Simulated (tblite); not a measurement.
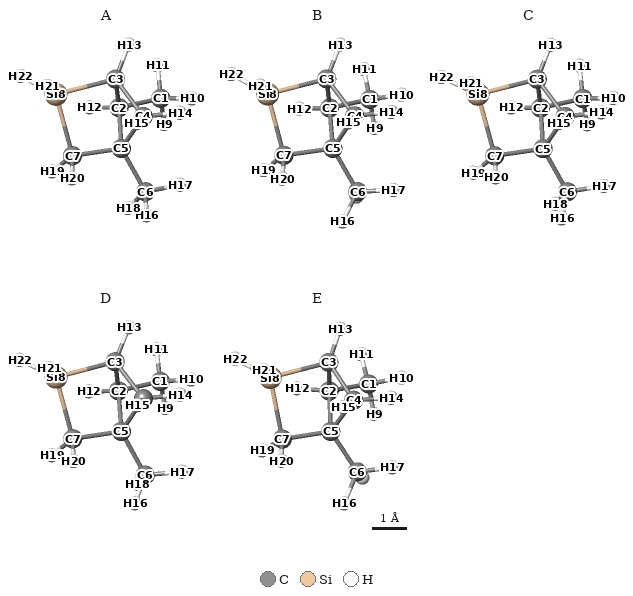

5 geometries from one relaxation of C$_{7}$H$_{14}$Si, in shuffled order. Style: ball-and-stick. Shown from a free direction.

Method: GFN2-xTB geometry optimisation, gas phase (tblite). 

**Order the frames from highest to lowest energy.**

E, B, D, C, A. They are steps 0, 17, 36, 43, 78, at +14.9 kcal/mol, +1.80 kcal/mol, +0.91 kcal/mol, +0.49 kcal/mol relative to the last. The largest move after the best rigid fit is that of H18, 0.84 Å. Largest moves by element: H 0.84 Å, C 0.13 Å, Si 0.10 Å. Some distances before and after: C2–C3 1.495 → 1.546 Å, C3–C4 1.495 → 1.539 Å, C3–H13 1.046 → 1.087 Å, C5–C6 1.474 → 1.514 Å. Among the angles between lasting bonds that change: H19–C7–H20 115.9° → 107.1°, C5–C6–H18 116.7° → 110.4°, H14–C4–H15 114.7° → 108.8°. Groups turn about C5–C6 by about 40°. Over 78 geometry steps the energy falls by 14.9 kcal/mol. The run took 1.1 s on 1 thread of Arm Neoverse N1 (shared host).
